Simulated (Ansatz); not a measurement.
**Converging the plane-wave cutoff: HgPPt₅ (P4mm, 7 atoms in the cell)**

```
CELL_PARAMETERS angstrom
      3.95873     0.00000     0.00000
      0.00000     3.95873     0.00000
      0.00000     0.00000     7.24589
ATOMIC_POSITIONS crystal
  Hg 0.50000 0.50000 0.00690
  P  0.00000 0.00000 0.50000
  Pt 0.00000 0.50000 0.30307
  Pt 0.00000 0.50000 0.69693
  Pt 0.50000 0.00000 0.30307
  Pt 0.50000 0.00000 0.69693
  Pt 0.00000 0.00000 0.00000
```

Computed with PBEsol, default PAW files made with PBE (plane waves; Ansatz, an electronic-structure program).

Base settings: basis.ecutwfc = 420 eV; kpoints.mp_grid.grid = 6 6 3; hamiltonian.xc = pbesol; hamiltonian.pseudopotentials = {kind: paw} (the program's default PAW files); scf.occupations.method = gaussian; scf.occupations.width = 0.1 eV.

The second cell is the first with its lattice scaled by 0.98.

The mesh stays at the base's, so the ladder's end is converged at best in this setting alone.

The first pressure column holds Ansatz's estimate of the finite-basis (Pulay) stress, which hides part of the cutoff error; the other is without it.

Only quantities that move along the ladder and can be compared are tabulated.

The count of work is k-points × plane waves × bands × iterations; it is no time. 

The starting cell comes from a database of computed structures (which also holds hypothetical and non-ambient phases and stackings), without a prior relaxation at this level. Its lattice was rescaled by up to half a per cent. One atom was moved a little off its site on purpose. Spin polarisation is off; with an odd number of electrons in the cell that forces a metal, and a magnetic state may lie lower. In the base run, with a pressure of about -8 GPa the cell is away from its equilibrium volume at this level.

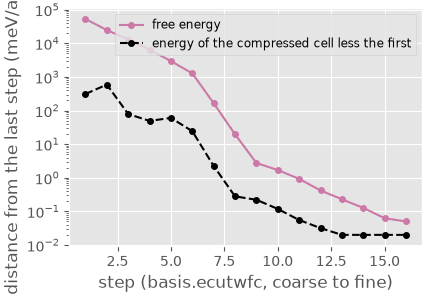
Figure. Distance from the last step along the ladder; very small values are drawn at a floor.

| basis.ecutwfc | free energy less the last step's (meV/atom) | energy of the compressed cell less the first (meV/atom) | pressure (GPa) | pressure without the Pulay estimate (GPa) | largest difference of a force vector from the last step's (eV/Å) | count of work / last |
|---|---|---|---|---|---|---|
| 145 eV | 52907.89 | 304.46 | -49.39 | -1593.71 | 4.096 | 0.073 |
| 170 eV | 24891.88 | -598.95 | -57.13 | -925.59 | 0.917 | 0.077 |
| 190 eV | 13003.88 | -85.57 | -16.31 | -564.36 | 1.774 | 0.093 |
| 210 eV | 6447.73 | -56.02 | 0.03 | -327.57 | 0.888 | 0.11 |
| 230 eV | 2960.74 | 53.65 | 3.44 | -179.41 | 0.195 | 0.11 |
| 250 eV | 1276.15 | 17.45 | -4.95 | -94.73 | 0.178 | 0.12 |
| 295 eV | 165.61 | -9.06 | -7.82 | -23.54 | 0.054 | 0.16 |
| 335 eV | 19.64 | -6.54 | -7.52 | -9.95 | 0.008 | 0.19 |
| 380 eV | 2.75 | -6.59 | -7.51 | -7.65 | 0.001 | 0.22 |
| 420 eV | 1.70 | -6.70 | -7.53 | -7.58 | 0.001 | 0.27 |
| 460 eV | 0.93 | -6.76 | -7.53 | -7.58 | 0.000 | 0.30 |
| 505 eV | 0.42 | -6.78 | -7.54 | -7.56 | 0.000 | 0.35 |
| 565 eV | 0.23 | -6.80 | -7.54 | -7.55 | 0.000 | 0.41 |
| 630 eV | 0.13 | -6.81 | -7.54 | -7.55 | 0.000 | 0.49 |
| 735 eV | 0.06 | -6.81 | -7.54 | -7.54 | 0.000 | 0.62 |
| 840 eV | 0.03 | -6.81 | -7.54 | -7.54 | 0.000 | 0.76 |
| 1010 eV | 0.00 | -6.81 | -7.54 | -7.54 | 0.000 | 1.0 |

Coarsest basis.ecutwfc that holds the free energy within 5 meV/atom of the last step, with all finer ones: 380 eV, at 0.22 of the last step's count of work; the step before is off by 20 meV/atom.

Coarsest basis.ecutwfc that holds the energy of the compressed cell less the first within 0.5 meV/atom of the last step, with all finer ones: 335 eV, at 0.19 of the last step's count of work; the step before is off by 2.2 meV/atom.

Coarsest basis.ecutwfc that holds the pressure within 1 GPa of the last step, with all finer ones: 295 eV, at 0.16 of the last step's count of work; the step before is off by 2.6 GPa.

The energy difference between the two cells stays within 1 meV/atom of the last step's from 335 eV on, the total only from 460 eV on: much of the error is common to both cells and cancels.

At the lowest cutoff the pressure without the Pulay estimate lies 1590 GPa under the last step's, the usual sign of Pulay stress in an incomplete plane-wave basis.

Keys are those of Ansatz 0.2.
